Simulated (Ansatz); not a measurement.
# RhPb (P6/mmm): from the cell to its phonons, part 2 of 2

How does RhPb (P6/mmm) vibrate, and is this structure a minimum?

Ansatz 0.2.0; DFT PBEsol, scalar-relativistic, plane waves, PAW.

So far. Step 3 (Relaxing to small forces for the phonons): The forces vanish by symmetry and the pressure is 0.000 GPa, within the tolerances set. The cell now holds 20.56 Å³/atom. The relaxed cell has a = 5.663, c = 4.443 Å (conventional setting).

### Step 4. Modes at Γ

The zone centre comes first: it holds the modes that light can see, as far as symmetry allows. No field response is asked, since the mesh shows no gap.

input.yaml reads:

```yaml
crystal:
  lattice:
    - [5.6625619152, 0.0, 0.0]
    - [-2.8312809576, 4.903922469, 0.0]
    - [0.0, 0.0, 4.4426373385]
  atoms:
    - { symbol: Rh, position: [0.5, 0.0, 0.0] }
    - { symbol: Rh, position: [0.5, 0.5, 0.0] }
    - { symbol: Rh, position: [0.0, 0.5, 0.0] }
    - { symbol: Pb, position: [0.3333333333, 0.6666666667, 0.5] }
    - { symbol: Pb, position: [0.6666666667, 0.3333333333, 0.5] }
    - { symbol: Pb, position: [0.0, 0.0, 0.0] }
kpoints:
  mp_grid: { grid: [6, 6, 8] }
hamiltonian:
  xc: pbesol
scf:
  occupations: { method: methfessel_paxton, width: 0.15 }
output:
  eigenvalues: true
phonons:
  method: dfpt
```

The run is started by

```sh
ansatz run input.yaml --threads 16 --pin off --max-ram 61440MiB --backend cuda --events-out ev --progress --plain --runs-dir out
```

Numbers of over 12 decimals in the logs are rounded to 6 here.

The program printed:

```text
zone centre: on kpoints.mp_grid the ground state, and the responses unless they are solved on pairs of k-points, stand on 65 of the mesh's 288 k-points, reduced under 4 symmetry operations, with k and −k counted as one. Each operation leaves every solved displacement unchanged or reverses it
[...]
GPU FFT provider: cuFFT
GPU libraries: cuBLAS 13.8.1, cuFFT 12.4.0, cuSOLVER 12.3.2
[...]
Crystal: 6 atoms, lattice volume = 123.367 Å³
Basis set: ecut = 420 eV, 2391 PW (Γ), exchange–correlation on 80×80×60 points (8 copies of the dense FFT grid, shifted against one another)
Bands: 56, of which v1, the nominal top of the filled ones, is band 47 counted from 1 (46 counted from 0)
Symmetry: 24 space group operations
k-points: 65 of 288 (irreducible under 4 space group operations, time reversal used)
[...]
GPU buffer pool allocated for 48000 grid points (all kernels)
[...]
SCF iter   1: F=—  HF=-54281.525435 eV  |F-HF|=—  |Δ(HF+E_count)|=         —  Δρ=8.20e-3  dr2=8.74e-2  ethr=1.77e-3  ⟨swp⟩=8.7  Hψ=15986  notcnv=0
[...]
SCF iter  10: F=-54281.510524 eV  HF=-54281.510524 eV  |F-HF|=0.00e0  |Δ(HF+E_count)|=  2.91e-11  S|Δr|=    0.00e0  Δρ=5.52e-8  dr2=3.72e-12  ethr=1.00e-12  ⟨swp⟩=14.6  Hψ=28459  notcnv=0
SCF 1 converged in 10 iterations: F = -54281.510524 eV  dr2 = 3.72e-12
[...]
NSCF: frozen V_eff on 35 k-points
WARN: eigensolver did not converge in 2 slots of this pass, the one above among them; of largest residual over every band (k=33): 1 band(s) unlocked (lowest unlocked band 55, counted from 0; max residual 4.87e-5 eV among the unlocked bands, 4.87e-5 eV over every band); of lowest unlocked band (k=33): band 55
[...]
DFPT response loops at q = (0, 0, 0) (fractional): preconditioner auto → Kerker (q_TF=auto, 2.603 Å⁻¹) (partly filled bands, converged f_vac=0.036); β = 1.00, the filter's whole step (`scf.mixing.beta` (0.50) is not read by the response loops under this deck's `scf.mixing.preconditioner`; to damp them name `kerker` or `kerker_dos`, under which they read `scf.mixing.beta`, and type it under 1.00, their step now; both keys bind the ground state too); Anderson in place of MSR1; while a model of the screening serves, it and β = 1 on shorter waves in the place of filter and β
SCF converged after 10 iterations
[...]
Free energy (F): -54281.510524 eV
[...]
Internal energy: -54281.510569 eV  (E = F + TS)
E sigma→0 (E₀):  -54281.510535 eV
Entropy (-TS):   0.000046 eV (0.008 meV/atom)
Fermi energy:    15.360133 eV
[...]
--- Band table (eV; the first three rows and the last of 65) ---
  k-point 0: bands = [... 43 lower, 14.4849, 14.5215, 14.5215, 15.3511, 16.0394, 17.4404, 17.4404, 18.4107, ... 5 higher]
  k-point 1: bands = [... 43 lower, 14.4886, 14.4991, 14.4991, 15.4325, 16.0396, 17.1305, 17.1305, 17.7408, ... 5 higher]
  k-point 2: bands = [... 43 lower, 14.4547, 14.4963, 14.4963, 15.3648, 16.0402, 16.2722, 16.2722, 16.7910, ... 5 higher]
  k-point 64: bands = [... 43 lower, 14.2372, 14.2943, 14.5425, 14.7564, 14.9335, 16.0201, 17.9048, 17.9195, ... 5 higher]
--- Phonons (Γ-DFPT): 7 representative perturbations + reference (Σ response iterations 37) ---
  ASR residual: 5.184e-5 → 0.000e0 eV/Å²; symmetrization residual: 1.059e-9 eV/Å²
  ASR residual per site (eV/Å²): 5.18e-5 5.01e-5 5.01e-5 6.02e-6 6.02e-6 1.21e-5
  Γ frequencies (cm⁻¹): -87.73 0.00 0.00 0.00 57.73 74.69 74.69 96.58 96.58 113.16 113.16 121.90 121.90 135.55 192.77 192.86 192.86 222.94
  non-analytic LO–TO correction: not included (Born effective charges unavailable; polar crystals: no LO–TO splitting at Γ)
```

It took 6.5 s on 1 × NVIDIA GB200 with 16 threads of Arm Neoverse V2, shared host; peak memory 2.5 GiB.

This step gave:

| Quantity | Value |
| --- | --- |
| sum-rule residual before enforcement | 5.18e-5 eV/Å² |
| point group | 6/mmm |
| highest optical mode at the zone centre (no LO-TO term) | 222.9 cm⁻¹ |
| lowest optical zone-centre mode | -87.73 cm⁻¹ |

Patterns of degenerate modes are one choice out of their space. Modes at Γ, with each element's share of the kinetic energy (negative means imaginary):

| mode | frequency (cm⁻¹) | symmetry | Rh % | Pb % |
| --- | --- | --- | --- | --- |
| 1 | -87.7 | B1u | 100 | 0 |
| 2 | 0.0 | acoustic | 33 | 67 |
| 3 | 0.0 | acoustic | 33 | 67 |
| 4 | 0.0 | acoustic | 33 | 67 |
| 5 | 57.7 | A2u | 11 | 89 |
| 6 | 74.7 | E1u | 12 | 88 |
| 7 | 74.7 | E1u | 12 | 88 |
| 8 | 96.6 | E2u | 100 | 0 |
| 9 | 96.6 | E2u | 100 | 0 |
| 10 | 113.2 | E2g | 0 | 100 |
| 11 | 113.2 | E2g | 0 | 100 |
| 12 | 121.9 | E1u | 61 | 39 |
| 13 | 121.9 | E1u | 61 | 39 |
| 14 | 135.6 | B1g | 0 | 100 |
| 15 | 192.8 | A2u | 56 | 44 |
| 16 | 192.9 | E1u | 94 | 6 |
| 17 | 192.9 | E1u | 94 | 6 |
| 18 | 222.9 | B2u | 100 | 0 |

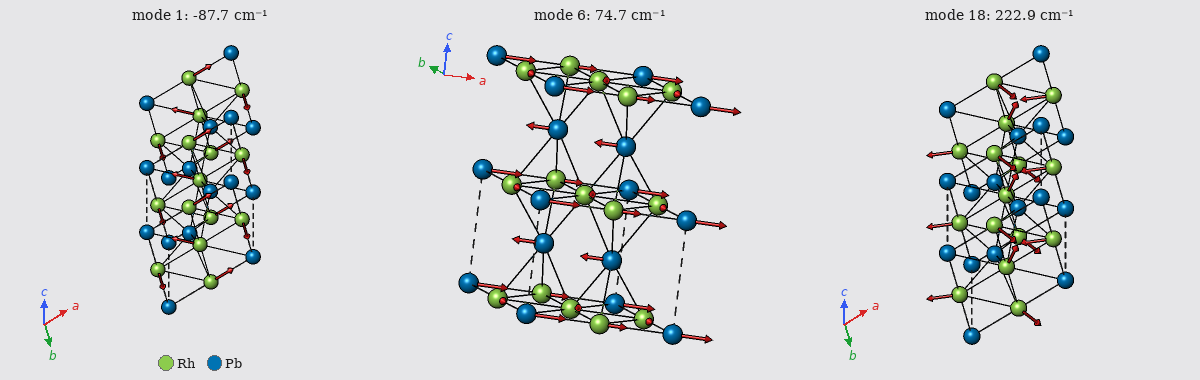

Displacement patterns of modes 1, 6 and 18 at Γ; arrows are exaggerated. 1×1×2 cells are drawn. Some periodic images of atoms are drawn too.

Before it was imposed, the acoustic sum rule was missed by 5.2e-5 eV/Å². Small misses are needed for a sound result but don't prove that mesh and cutoff are converged. The lowest optical mode is imaginary, 87.7i cm⁻¹, so the energy falls along it.

### Step 5. Response at finite wavevector

Stability and thermal properties need the whole zone. Linear response on a 2×2×2 q mesh gives force constants as far as a supercell of that size would.

Changes to input.yaml since step 4:

```diff
@@ -22 +22,9 @@
   method: dfpt
+  qmesh: [2, 2, 2]
+  temperatures: { t_max: 1000, t_step: 50 }
+  qpath:
+    path:
+      - [[0.0, 0.0, 0.0], [0.5, 0.0, 0.0], [0.33333333, 0.33333333, 0.0], [0.0, 0.0, 0.0], [0.0, 0.0, 0.5], [0.5, 0.0, 0.5], [0.33333333, 0.33333333, 0.5], [0.0, 0.0, 0.5]]
+      - [[0.5, 0.0, 0.5], [0.5, 0.0, 0.0]]
+      - [[0.33333333, 0.33333333, 0.0], [0.33333333, 0.33333333, 0.5]]
+    npoints: 10
```

The program printed:

```text
[...]
GPU FFT provider: cuFFT
GPU libraries: cuBLAS 13.8.1, cuFFT 12.4.0, cuSOLVER 12.3.2
[...]
Crystal: 6 atoms, lattice volume = 123.367 Å³
Basis set: ecut = 420 eV, 2391 PW (Γ), exchange–correlation on 80×80×60 points (8 copies of the dense FFT grid, shifted against one another)
Bands: 56, of which v1, the nominal top of the filled ones, is band 47 counted from 1 (46 counted from 0)
Symmetry: 24 space group operations
k-points: 35 of 288
[...]
GPU buffer pool allocated for 48000 grid points (all kernels)
[...]
SCF iter   1: F=—  HF=-54281.525558 eV  |F-HF|=—  |Δ(HF+E_count)|=         —  Δρ=8.12e-3  dr2=8.50e-2  ethr=1.77e-3  ⟨swp⟩=8.1  Hψ=8369  notcnv=0  defer=4
[...]
SCF iter  10: F=-54281.510524 eV  HF=-54281.510524 eV  |F-HF|=1.46e-11  |Δ(HF+E_count)|=  2.91e-11  S|Δr|=    0.00e0  Δρ=4.16e-8  dr2=2.04e-12  ethr=1.00e-12  ⟨swp⟩=12.4  Hψ=11219  notcnv=0
SCF 1 converged in 10 iterations: F = -54281.510524 eV  dr2 = 2.04e-12
[...]
phonons: the bands overlap, so this run is a metal and interpolates without the dipole-dipole term. If the crystal is really an insulator or semiconductor, its LO-TO splitting is missing
[...]
SCF converged after 10 iterations
[...]
Free energy (F): -54281.510524 eV
[...]
Internal energy: -54281.510569 eV  (E = F + TS)
E sigma→0 (E₀):  -54281.510535 eV
Entropy (-TS):   0.000046 eV (0.008 meV/atom)
Fermi energy:    15.360133 eV
[...]
--- Band table (eV; the first three rows and the last of 35) ---
  k-point 0: bands = [... 43 lower, 14.4849, 14.5215, 14.5215, 15.3511, 16.0394, 17.4404, 17.4404, 18.4107, ... 5 higher]
  k-point 1: bands = [... 43 lower, 14.4886, 14.4991, 14.4991, 15.4325, 16.0396, 17.1305, 17.1305, 17.7408, ... 5 higher]
  k-point 2: bands = [... 43 lower, 14.4547, 14.4963, 14.4963, 15.3648, 16.0402, 16.2722, 16.2722, 16.7910, ... 5 higher]
  k-point 34: bands = [... 43 lower, 14.1070, 14.2393, 14.2393, 14.7356, 14.8485, 16.6605, 18.3987, 18.3987, ... 5 higher]
[...]
ASR residual: 3.066e-5 → 0.000e0 eV/Å²; symmetrization residual: 8.209e-10 eV/Å²
  ASR residual per site (eV/Å²): 3.07e-5 2.83e-5 2.83e-5 9.82e-6 9.82e-6 9.54e-6
[...]
--- Phonons (arbitrary-q DFPT): 4 irreducible q on the 2×2×2 mesh ---
  q = [0.0000, 0.0000, 0.0000] (star 1, of the zone-centre solve; hermiticity 1.02e-10, symmetrization 1.06e-11): -87.73 0.00 0.00 0.00 57.73 74.69 74.69 96.58 96.58 113.16 113.16 121.90 121.90 135.55 192.77 192.86 192.86 222.94
  q = [0.0000, 0.0000, -0.5000] (star 1, 7 solved perturbations in 305 linear systems a pass and spin channel, the states on 35 of 288 k-point pairs; hermiticity 4.03e-11, symmetrization 3.76e-12): -65.68 22.02 49.47 49.47 68.07 68.07 72.26 72.26 85.27 118.82 118.82 144.38 145.55 145.55 157.79 182.04 182.04 239.27
[...]
sum rule: each row above includes the acoustic sum rule's correction from the zone centre's row sums; it moved no ω² by more than (0.28 cm⁻¹)²
  mesh force constants: q→R imaginary residual 1.37e-17; ASR residual 3.066e-5 → 0.000e0 eV/Å²; symmetrization residual 1.421e-14 eV/Å²
  interpolated dispersion: 93 rows × 18 modes
  density of states and harmonic sums: on the 14×14×14 q-mesh, interpolated from the force constants of a 2×2×2 supercell (no non-analytic term)
  largest difference from the sums on the solved wave vectors: F 1.11e-1 eV, S 1.49e-4 and C_V 3.84e-5 eV/K
  zero-point energy: 0.123439 eV/cell   skipped modes (ω ≤ 0): 116, of them read as no rigid motion or as one in doubt: 113 (5.550e-1 modes/cell left out, lowest -87.73 cm⁻¹)   left out of the sums: 3.09e-2 of the cell's modes: C_V's classical limit lies that fraction below 3 k_B per atom; for a crystal, a wire or a layer, F and S can be off by more, and a phonons.interpolated_qmesh denser along its periods is the remedy for the sampling
```

The job ended after 6.3 s (1 × NVIDIA GB200 with 16 threads; peak memory 2.4 GiB).

Numbers from this step:

```yaml
sum_rule_residual_before_enforcement: 3.07e-5 eV/Å²
lowest_frequency_on_the_path: -87.73 cm⁻¹
highest_frequency_on_the_path_or_at_a_solved_wavevector: 239.3 cm⁻¹
lowest_mode_on_the_q_mesh_acoustic_modes_at_gamma_apart: -87.73 cm⁻¹
```

Frequencies (cm⁻¹) solved at each irreducible wavevector; negative means imaginary. Frequencies by wavevector, by row:

| q in reciprocal lattice units | star | mode 1 | mode 2 | mode 3 | mode 4 | mode 16 | mode 17 | mode 18 |
| --- | --- | --- | --- | --- | --- | --- | --- | --- |
| 0 0 0 | 1 | -87.7 | 0 | 0 | 0 | 192.9 | 192.9 | 222.9 |
| 0 0 -0.5 | 1 | -65.7 | 22 | 49.5 | 49.5 | 182 | 182 | 239.3 |
| 0 -0.5 0 | 3 | -16.8 | 49 | 59.5 | 60.6 | 180.8 | 198.8 | 219.4 |
| 0 -0.5 -0.5 | 3 | 19.3 | 37.7 | 64 | 70.1 | 163.7 | 197.8 | 222.5 |

Interpolated from a 2×2×2 q mesh, rough between the solved points. Phonon branches along the path, in cm⁻¹:

| point | branch 1 | branch 2 | branch 3 | branch 4 | branch 15 | branch 16 | branch 17 | branch 18 |
| --- | --- | --- | --- | --- | --- | --- | --- | --- |
| Γ | -88 | 0 | 0 | 0 | 193 | 193 | 193 | 223 |
| M | -17 | 49 | 60 | 61 | 174 | 181 | 199 | 219 |
| K | 49 | 50 | 66 | 66 | 172 | 172 | 212 | 212 |
| Γ | -88 | 0 | 0 | 0 | 193 | 193 | 193 | 223 |
| A | -66 | 22 | 50 | 50 | 158 | 182 | 182 | 239 |
| L | 19 | 38 | 64 | 70 | 148 | 164 | 198 | 222 |
| H | 38 | 63 | 64 | 64 | 148 | 159 | 211 | 211 |
| A | -66 | 22 | 50 | 50 | 158 | 182 | 182 | 239 |
| jump to L | 19 | 38 | 64 | 70 | 148 | 164 | 198 | 222 |
| M | -17 | 49 | 60 | 61 | 174 | 181 | 199 | 219 |
| jump to K | 49 | 50 | 66 | 66 | 172 | 172 | 212 | 212 |
| H | 38 | 63 | 64 | 64 | 148 | 159 | 211 | 211 |

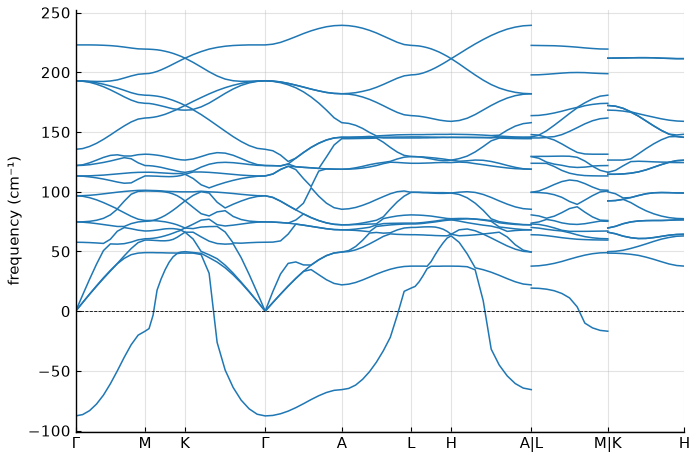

Phonon branches along the path.

The phonon density of states has structure finer than the step of the table below, so its rows give means over 20 cm⁻¹, whole bins alone (the curve runs from -87.5 to 238 cm⁻¹). Peaks (cm⁻¹: height): 37.5: 0.0837, 67.5: 0.217, 122.5: 0.211, 147.5: 0.118, 172.5: 0.0749, 222.5: 0.0886.

Tetrahedra on a 14×14×14 mesh, mean over bins of 5 cm-1. Interpolated from a 2×2×2 q mesh, rough between the solved points. The phonon density of states by wavenumber; means over each step:

| wavenumber (cm⁻¹) | phonon density of states (1/cm⁻¹/cell) |
| --- | --- |
| -60 | 0.00833 |
| -40 | 0.00814 |
| -20 | 0.00597 |
| 0 | 0.00557 |
| 20 | 0.0152 |
| 40 | 0.0695 |
| 60 | 0.117 |
| 80 | 0.144 |
| 100 | 0.0823 |
| 120 | 0.135 |
| 140 | 0.0904 |
| 160 | 0.0570 |
| 180 | 0.0632 |
| 200 | 0.0437 |
| 220 | 0.0425 |

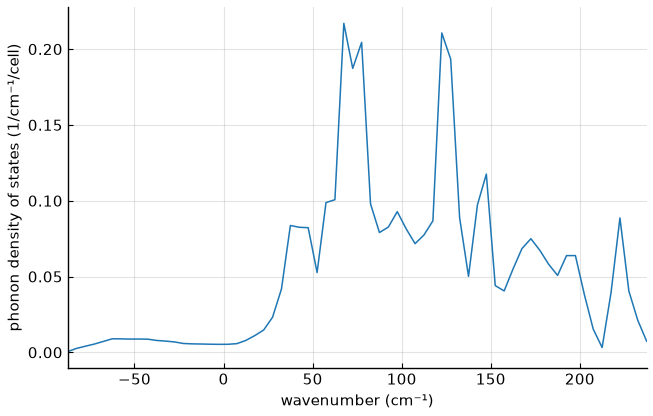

Phonon density of states against wavenumber.

The partial phonon density of states has structure finer than the step of the table below, so its rows give means over 20 cm⁻¹, whole bins alone (the curve runs from -97.7 to 256 cm⁻¹). Peaks (cm⁻¹: height): Pb 40.3: 0.0713, 73.7: 0.154, 124.9: 0.103; Rh 75.9: 0.0691, 124.9: 0.125, 144.9: 0.0826, 171.7: 0.0612, 222.9: 0.0701.

Phonopy on the run's constants, 11x11x13 mesh, Gaussian sigma 2.5 cm-1. Interpolated from a 2×2×2 q mesh, rough between the solved points. Table of partial phonon density of states by wavenumber; means over each step; values in 1/cm⁻¹/cell:

| wavenumber (cm⁻¹) | Pb | Rh |
| --- | --- | --- |
| -80 | 1.9e-6 | 0.00348 |
| -60 | 2.8e-5 | 0.00842 |
| -40 | 1.9e-4 | 0.00868 |
| -20 | 3.7e-4 | 0.00590 |
| 0 | 3.4e-4 | 0.00160 |
| 20 | 0.00649 | 0.0110 |
| 40 | 0.0568 | 0.0130 |
| 60 | 0.0847 | 0.0300 |
| 80 | 0.0983 | 0.0488 |
| 100 | 0.0535 | 0.0290 |
| 120 | 0.0739 | 0.0639 |
| 140 | 0.0366 | 0.0529 |
| 160 | 0.0155 | 0.0387 |
| 180 | 0.0121 | 0.0510 |
| 200 | 0.00638 | 0.0377 |
| 220 | 0.00370 | 0.0390 |
| 240 | 0.00108 | 0.00698 |

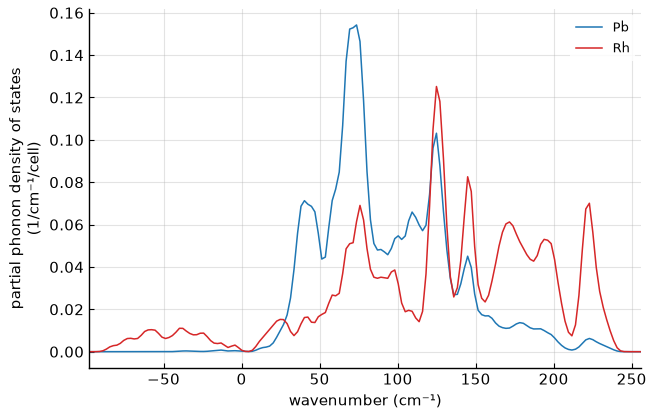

Partial phonon density of states, plotted against wavenumber.

Symmetry leaves 4 wavevectors to solve. The lowest mode among them, the acoustic zeros apart, lies at Γ and is imaginary, 87.7i cm⁻¹, so the energy falls along it.

### Step 6. Results

```json
{"space group after relaxation (within 0.01 Å)": "P6/mmm", "volume per atom": "20.6 Å³", "electronic character": "no gap on this mesh", "highest optical mode at the zone centre (no LO-TO term)": "223 cm⁻¹", "lowest optical zone-centre mode": "-87.7 cm⁻¹", "lowest mode on the q mesh (acoustic modes at Γ apart)": "-87.7 cm⁻¹", "highest frequency on the path or at a solved wavevector": "239 cm⁻¹", "imaginary modes on the 2×2×2 q mesh": "yes"}
```

In words: Modes are clearly imaginary (beyond 10i cm⁻¹) at 3 of the 4 irreducible wavevectors, most at Γ (87.7i cm⁻¹), so this structure is not a minimum of the energy. The optical modes at Γ span -88 to 223 cm⁻¹ (negative means imaginary). The highest mode in this list at Γ, 222.9 cm⁻¹, is mostly motion of Rh (100 % of the kinetic energy). The q mesh stands for a supercell only 8.9 Å across, so branches between the solved wavevectors are rough. With no gap, or one that is small against the smearing, the frequencies hang on the k mesh and the smearing, most of all near Kohn anomalies. The phonon runs are without spin polarisation, although the cell has an odd electron count. Spin-orbit coupling is left out, which can matter for the heavy elements here. A phonon run warned that its eigensolver left some bands unconverged in a pass. These are harmonic frequencies at zero temperature: anharmonic shifts, linewidths and thermal expansion are left out.

[Logs are printed without paths, hosts, clocks, repeated set-up lines and the standing remarks that a program may print on its own settings, such as how far it seeks lower states.]

[Hosts, paths, dates, database ids (printed as entryN), source tags and the programs' standing remarks are cut or masked in the printed files.]
